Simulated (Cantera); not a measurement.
Feed: 1 mol Cr2O3, 0.33 mol H2, held at 84000 Pa.

These are equilibrium values from Cantera (NASA tables, ideal gas, pure condensed phases), not measurements of a reactor. Candidate condensed phases: Cr, Cr2O3, H2O; 13 gas species. Mutual solubility and eutectic melting of coexisting phases are not modelled. Equilibrium is a limit: real reactors are often held back by kinetics, nucleation or transport.

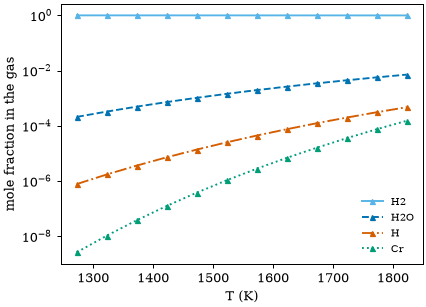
*Equilibrium gas composition (values under 1e-9 drawn at 1e-9)*

Task: Read off the mole fractions at 1523 K.

Result: H2 about 1.00, H2O about 0.0014, H about 2.5e-5, Cr about 1.1e-6.
